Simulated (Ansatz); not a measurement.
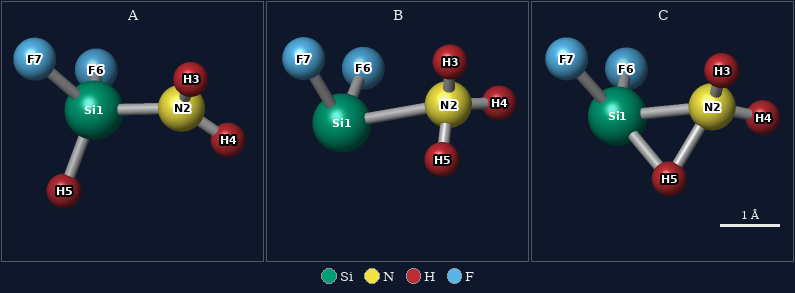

3 geometries from a converged minimum-energy path of SiNH3F2, shuffled. Style: ball-and-stick. Shown at a tilt.

All numbers below come from Ansatz, RKS LDA/def2-SVP. Settings: 9 movable images; climbing image; force threshold 0.05 eV/Å; iteration limit 60; starting path through a guess of the saddle point.

Question: Which frame is the top of the path?

Answer: C. In order along the path, whose images run from 0 to 10: A (image 2, +0.05 eV), C (image 5, +2.65 eV), B (image 7, +1.30 eV). A hydrogen atom shifts from one atom to another. Breaking: Si1–H5 (1.49 → 1.63 at the top → 2.74 Å). Forming: N2–H5 (2.60 → 1.44 at the top → 1.03 Å).

Cost: 2.4 min on 1 thread of Arm Neoverse V1, with other jobs on the host, peak memory 0.14 GiB.
